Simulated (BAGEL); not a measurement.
# [AlCl4]− (SMILES [Cl][Al-]([Cl])([Cl])[Cl]): HF/3-21G (density fitting with qzvpp-jkfit)

Aim: the energy change on altering one bond length of [AlCl4]− at HF/3-21G (density fitting with qzvpp-jkfit), from 2 runs. 

The calculation is run with BAGEL 1.2.2.

6 further runs of the same task are left out: 6 that didn't finish.

## Step 1: The molecule

[AlCl4]− has 5 atoms, charge -1, and is taken as a singlet. As SMILES, `[Cl][Al-]([Cl])([Cl])[Cl]`. The coordinates come from a PBE0-D4/def2-TZVPD relaxation.

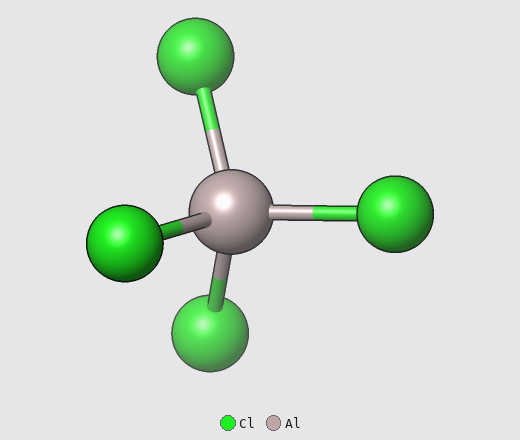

Viewed from a chosen angle; chlorine green, aluminium light grey.

## Step 2: A single-point energy at HF/3-21G (density fitting with qzvpp-jkfit)

File job.json:

```json
{ "bagel" : [

{
  "title" : "molecule",
  "basis" : "3-21g",
  "df_basis" : "qzvpp-jkfit",
  "angstrom" : true,
  "geometry" : [
    { "atom" : "Cl", "xyz" : [   -0.994100,   -0.096200,    1.909900 ] },
    { "atom" : "Al", "xyz" : [    0.000000,    0.000000,    0.000000 ] },
    { "atom" : "Cl", "xyz" : [    1.675400,   -1.355800,   -0.006900 ] },
    { "atom" : "Cl", "xyz" : [   -1.381400,   -0.557100,   -1.557800 ] },
    { "atom" : "Cl", "xyz" : [    0.700000,    2.009000,   -0.345200 ] }
  ]
},
{
  "title" : "hf",
  "charge" : -1
},
{
  "title" : "print",
  "file" : "orbitals.molden",
  "orbitals" : true
}

]}
```

The run is started by

```
$ BAGEL_NUM_THREADS=1 BAGEL job.json > job.out
```

Log:

```text
* using 1 threads per process

  ===============================================================
  ===============================================================

  *** Geometry ***

  { "atom" : "Cl", "xyz" : [     -1.878577,     -0.181792,      3.609188 ] },
  { "atom" : "Al", "xyz" : [      0.000000,      0.000000,      0.000000 ] },
  { "atom" : "Cl", "xyz" : [      3.166047,     -2.562091,     -0.013039 ] },
  { "atom" : "Cl", "xyz" : [     -2.610468,     -1.052766,     -2.943815 ] },
  { "atom" : "Cl", "xyz" : [      1.322808,      3.796460,     -0.652333 ] },

  Number of auxiliary basis functions:      640

  Since a DF basis is specified, we compute 2- and 3-index integrals:
    o Being stored without compression. Storage requirement is 0.022 GB

  Number of basis functions:       65
  Number of electrons      :       81

    * METHOD: MOLECULE                             0.33

  *** RHF ***

  === Nuclear Repulsion ===
   477.7563886433

      * DIIS with orbital gradients will be used.

  === RHF iteration (3-21g) ===
      0      -2070.11798269          0.00795532           0.13
      1      -2070.18640712          0.00281837           0.13
      2      -2070.19328648          0.00037253           0.12
      3      -2070.19348007          0.00002135           0.13
      4      -2070.19348084          0.00000252           0.12
      5      -2070.19348085          0.00000038           0.13
      6      -2070.19348085          0.00000007           0.12
      7      -2070.19348085          0.00000001           0.13
    * SCF iteration converged.

    * Permanent dipole moment:
           (   -0.000097,    -0.000083,    -0.000020) a.u.

    * METHOD: HF                                   1.22

    * METHOD: PRINT                                0.01

  ===============================================================
```

It took 1.7 s on 1 thread of Arm Neoverse V1, shared host; peak memory 0.14 GiB.

## Step 3: The distorted shape

File hf.json:

```json
{ "bagel" : [

{
  "title" : "molecule",
  "basis" : "3-21g",
  "df_basis" : "qzvpp-jkfit",
  "angstrom" : true,
  "geometry" : [
    { "atom" : "Cl", "xyz" : [   -3.004578,    1.530758,    1.918180 ] },
    { "atom" : "Al", "xyz" : [   -2.010478,    1.626958,    0.008280 ] },
    { "atom" : "Cl", "xyz" : [    1.675400,   -1.355800,   -0.006900 ] },
    { "atom" : "Cl", "xyz" : [   -3.391878,    1.069858,   -1.549520 ] },
    { "atom" : "Cl", "xyz" : [   -1.310478,    3.635958,   -0.336920 ] }
  ]
},
{
  "title" : "hf",
  "charge" : -1
},
{
  "title" : "print",
  "file" : "orbitals.molden",
  "orbitals" : true
}

]}
```

The run is started by

```
$ BAGEL_NUM_THREADS=1 BAGEL hf.json > hf.out
```

Log:

```text
* using 1 threads per process

  ===============================================================
  ===============================================================

  *** Geometry ***

  { "atom" : "Cl", "xyz" : [     -5.677830,      2.892713,      3.624835 ] },
  { "atom" : "Al", "xyz" : [     -3.799253,      3.074505,      0.015647 ] },
  { "atom" : "Cl", "xyz" : [      3.166047,     -2.562091,     -0.013039 ] },
  { "atom" : "Cl", "xyz" : [     -6.409720,      2.021739,     -2.928168 ] },
  { "atom" : "Cl", "xyz" : [     -2.476445,      6.870965,     -0.636687 ] },

  Number of auxiliary basis functions:      640

  Since a DF basis is specified, we compute 2- and 3-index integrals:
    o Being stored without compression. Storage requirement is 0.022 GB

  Number of basis functions:       65
  Number of electrons      :       81

    * METHOD: MOLECULE                             0.34

  *** RHF ***

  === Nuclear Repulsion ===
   396.5543111015

      * DIIS with orbital gradients will be used.

  === RHF iteration (3-21g) ===
      0      -2069.93683013          0.00967596           0.14
      1      -2070.04315537          0.00364145           0.13
      2      -2070.05654424          0.00043621           0.14
      3      -2070.05685086          0.00007941           0.13
      4      -2070.05686363          0.00002662           0.14
      5      -2070.05686565          0.00001116           0.13
      6      -2070.05686625          0.00000265           0.13
      7      -2070.05686628          0.00000071           0.13
      8      -2070.05686628          0.00000023           0.13
      9      -2070.05686628          0.00000008           0.13
     10      -2070.05686628          0.00000002           0.13
     11      -2070.05686628          0.00000001           0.13
    * SCF iteration converged.

    * Permanent dipole moment:
           (    4.102436,    -3.319965,    -0.016920) a.u.

    * METHOD: HF                                   1.79

    * METHOD: PRINT                                0.01

  ===============================================================
```

It took 2.3 s on 1 thread of Arm Neoverse V1, shared host; peak memory 0.14 GiB.

## Step 4: What came out

Level: HF/3-21G (density fitting with qzvpp-jkfit).

```
                                                              quantity           value
                                             first shape: total energy  -2070.19348 Eh
                                              first shape: HOMO energy        -8.10 eV
                                              first shape: LUMO energy         7.84 eV
    first shape: HOMO–LUMO gap (to an unbound level, set by the basis)        15.94 eV
                                         distorted shape: total energy  -2070.05687 Eh
                                          distorted shape: HOMO energy        -4.40 eV
                                          distorted shape: LUMO energy         1.56 eV
distorted shape: HOMO–LUMO gap (to an unbound level, set by the basis)         5.97 eV
   energy change with the Al2–Cl3 bond stretched from 2.155 to 4.742 Å        3.717 eV
```

With the Al2–Cl3 bond stretched from 2.155 to 4.742 Å the energy rises by 3.72 eV (359 kJ/mol). The first shape isn't relaxed at this level, so the change isn't measured from a minimum.
